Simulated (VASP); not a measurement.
Band structure of AgCl (rock salt). These are PBE GGA with D4 dispersion, VASP's PBE PAW potentials (set 64) (plane waves; VASP) values and carry that method's errors.

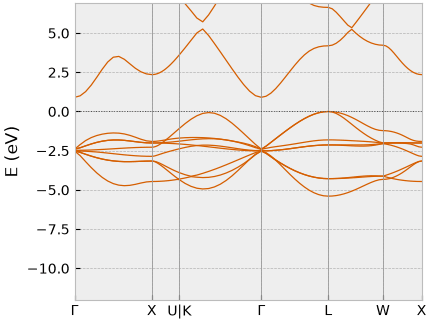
Fig. 1. Bands along high-symmetry lines, zero at the valence-band maximum or, without a gap, the Fermi level

Question: Read the plot: is there a gap, and where are the band edges?

Answer: The gap is indirect, 0.91 eV, from the valence maximum at L to the conduction minimum at Γ. (Edges off the drawn lines would not show.)

The compound is AgCl in the rock salt structure. It was relaxed first.
